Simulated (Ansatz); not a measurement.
# HO2 (hydroperoxy) at RPA@PBE/STO-3G

What is the energy change on altering one bond length of HO2 (hydroperoxy) at RPA@PBE/STO-3G? 

Program for the calculation: Ansatz 0.2.0.

51 further runs of the same task are left out: 16 that didn't finish, 35 set aside as unsound or not needed.

## 1. The molecule

HO2: 3 atoms, total charge 0, spin state doublet. SMILES: `[O]O`. Geometry: relaxed at GFN2-xTB.

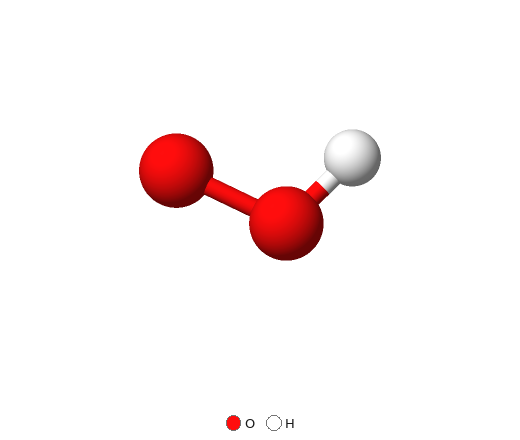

Viewed from a chosen angle; oxygen red, hydrogen white.

## 2. A single-point energy at RPA@PBE/STO-3G

Contents of job.yaml:

```yaml
crystal:
  periodic: [false, false, false]
  atoms:
    - {symbol: O, position_ang: [-0.366460, 0.947510, -0.094170]}
    - {symbol: O, position_ang: [-0.239810, -0.346560, -0.168450]}
    - {symbol: H, position_ang: [0.606270, -0.600950, 0.262620]}
basis:
  gaussian:
    orbitals: STO-3G
magnetization:
  spin_polarized: true
  initial_magnetization: 1
accuracy: high
hamiltonian:
  xc: {name: PBE}
correlation:
  method: rpa
  frozen_orbitals: {H: 0, O: 1}
```

On the command line:

```bash
ansatz run job.yaml --threads 1 --pin off --max-ram 2610MiB --events-out events.jsonl --progress --plain --runs-dir runs
```

Log:

```text
Warning: RAYON_NUM_THREADS=1 ignored (pool sized by the plan → 1); use --threads N
Functional definition: PBE
  name "PBE"
  parameter kappa = 0.804
  parameter beta = 0.06672455060314922
  exchange = pbe_x(kappa = kappa, mu = beta*pi^2/3)
  correlation = pbe_c(beta = beta)
168 factors; integrals over basis functions are off by at most 3.9e-8 eV
mean field evaluation 1: about -4044.6461 eV, gradient 1.4e1 eV
mean field evaluation 2: about -4044.6089 eV, gradient 1.4e1 eV
mean field evaluation 4: about -4045.8905 eV, gradient 5.1e-1 eV
mean field evaluation 8: about -4045.8917 eV, gradient 1.4e-2 eV
mean field evaluation 16: about -4045.8917 eV, gradient 9.2e-8 eV
mean field evaluation 32: about -4045.2777 eV, gradient 1.9e0 eV
mean field -4045.89167306 eV, -148.6837765810 hartree, gradient 1.2e-8 eV, S^2 0.750406; 4 other end points of the search recorded, 0 dependent functions left out
2 core orbitals not correlated: weight in the atoms' cores, before any rotation towards them, 1.000 or more for the frozen orbitals, at most 0.000 for the correlated occupied ones
reference -4031.89586746 eV, -148.1694402121 hartree; 7, 6 occupied and 2, 3 virtual orbitals, 168 factors
Total energy: -4036.38454363 eV, -148.3343960186 hartree
```

Wall time 1.6 s (1 thread of Arm Neoverse V2, shared host); peak memory 0.096 GiB.

## 3. The distorted shape, same level

Contents of job.yaml:

```yaml
crystal:
  periodic: [false, false, false]
  atoms:
    - symbol: O
      position_ang: [-0.398126, 1.271061, -0.075598]
    - symbol: O
      position_ang: [-0.239810, -0.346560, -0.168450]
    - symbol: H
      position_ang: [0.606270, -0.600950, 0.262620]
basis:
  gaussian:
    orbitals: STO-3G
magnetization:
  spin_polarized: true
  initial_magnetization: 1
hamiltonian:
  xc: {name: PBE}
correlation:
  method: rpa
  frozen_orbitals: {H: 0, O: 1}
accuracy: high
```

On the command line:

```bash
ansatz run job.yaml --threads 1 --pin off --max-ram 2610MiB --events-out events.jsonl --progress --plain --runs-dir runs
```

Log (excerpt; [...] marks lines left out):

```text
Warning: RAYON_NUM_THREADS=1 ignored (pool sized by the plan → 1); use --threads N
[... 2 set-up lines as earlier in the session ...]
[...]
168 factors; integrals over basis functions are off by at most 4.4e-8 eV
[...]
mean field -4045.09485937 eV, -148.6544942181 hartree, gradient 1.1e-8 eV, S^2 0.753338; 6 other end points of the search recorded, 0 dependent functions left out
2 core orbitals not correlated: weight in the atoms' cores, before any rotation towards them, 1.000 or more for the frozen orbitals, at most 0.000 for the correlated occupied ones
reference -4029.84392876 eV, -148.0940328557 hartree; 7, 6 occupied and 2, 3 virtual orbitals, 168 factors
Total energy: -4035.91863109 eV, -148.3172740485 hartree
```

Wall time 1.9 s (1 thread of Arm Neoverse V2, shared host); peak memory 0.094 GiB.

## 4. What came out

At RPA@PBE/STO-3G, 2 core orbitals frozen:

| quantity | value |
| --- | --- |
| first shape: total energy | -148.33440 Eh |
| first shape: RPA correlation energy (valence) | -165.0 mEh |
| first shape: ⟨S²⟩ of the reference determinant | 0.750 |
| distorted shape: total energy | -148.31727 Eh |
| distorted shape: RPA correlation energy (valence) | -223.2 mEh |
| distorted shape: ⟨S²⟩ of the reference determinant | 0.753 |
| energy change with the O1–O2 bond stretched from 1.302 to 1.628 Å | 0.466 eV |

What this shows: With the O1–O2 bond stretched from 1.302 to 1.628 Å the energy rises by 0.47 eV (10.7 kcal/mol). The first shape isn't relaxed at this level, so the change isn't measured from a minimum. The minimal basis adds a large error of its own.
